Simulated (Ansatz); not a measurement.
**Ge$_{3}$ (charge +1, doublet): density, localisation and related maps**

```xyz
3

Ge   -0.4515    0.5650    1.3750
Ge   -0.7373   -0.0921   -1.3644
Ge    1.1888   -0.4729   -0.0106
```

Geometry: PBE-D4/def2-TZVP; ⟨S²⟩ = 1.09, above the pure value of 0.75.

Theory: UKS PBE0-D4/def2-TZVP (Ansatz).

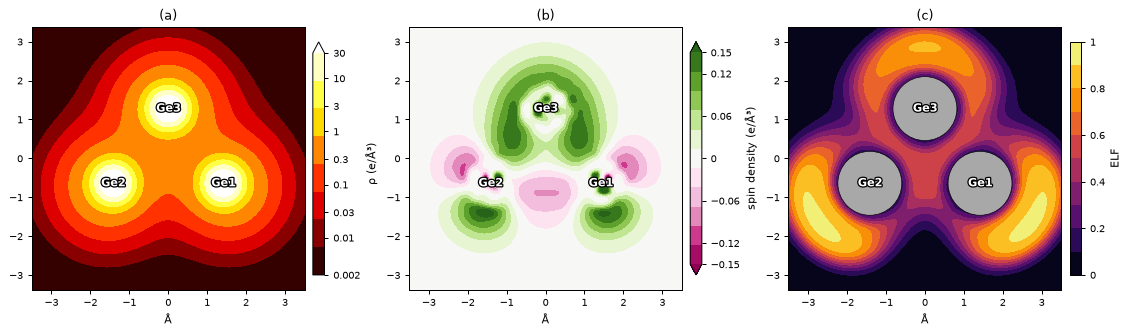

Figure 1. (a) electron density; (b) spin density; (c) ELF on the molecular plane. Grey discs cover the atomic cores in the ELF map.

What does the map show?

Atoms in the plane: Ge.
Ge–Ge (2.38 Å): ρ is about 0.48 e/Å³ halfway; the ELF reaches about 0.55 near the midpoint.
The unpaired spin (1 electron) lies mostly on Ge3 (about 0.7), Ge1 (about 0.1) and Ge2 (about 0.1), in electrons by Hirshfeld's partition.

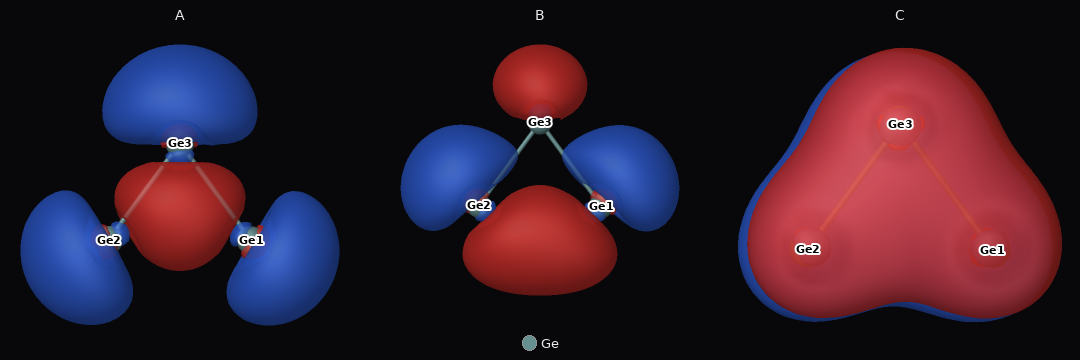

Figure 2. Three frontier orbitals at ±0.08 Å⁻³ᐟ² (red and blue are the two phases), in no order.

Which picture is the HOMO−1, the HOMO and the LUMO? All are α orbitals.

A is the HOMO−1 (α) (−12.17 eV). By Hirshfeld shares it lies mainly on Ge3 (about 40 %), Ge1 (about 30 %) and Ge2 (about 30 %); it is symmetric in the molecular plane (an in-plane orbital: σ, lone-pair or in-plane π type). C is the HOMO (α) (−11.82 eV). By Hirshfeld shares it lies mainly on Ge3 (about 40 %), Ge1 (about 30 %) and Ge2 (about 30 %); it changes sign across the molecular plane (π type); π-bonding across Ge1–Ge3 and Ge2–Ge3. B is the LUMO (α) (−9.31 eV). By Hirshfeld shares it lies mainly on Ge1 (about 40 %), Ge2 (about 40 %) and Ge3 (about 20 %); it is symmetric in the molecular plane (an in-plane orbital: σ, lone-pair or in-plane π type).

What is the gap between the highest occupied and lowest empty α orbitals?

2.51 eV between the orbital energies.

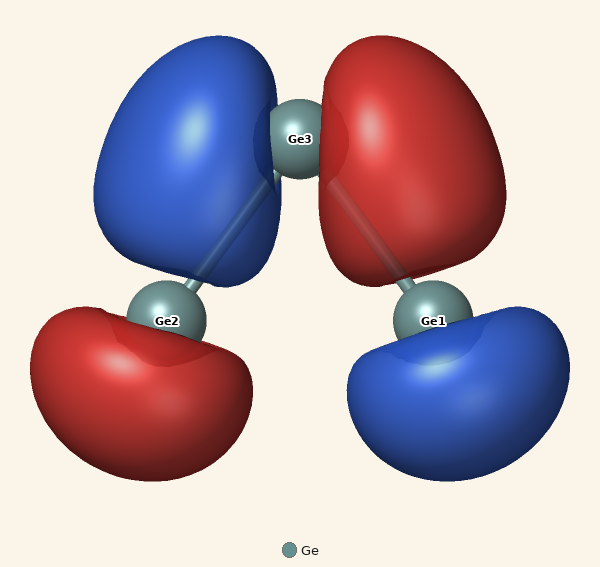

Figure 3. The LUMO (β) at ±0.1 Å⁻³ᐟ² (red and blue are the two phases), seen at a tilt.

Where does this orbital lie, and at what energy?

Its weight (Hirshfeld) is mainly on Ge3 (about 40 %), Ge1 (about 30 %) and Ge2 (about 30 %); it is symmetric in the molecular plane (an in-plane orbital: σ, lone-pair or in-plane π type). Its energy is −9.52 eV.
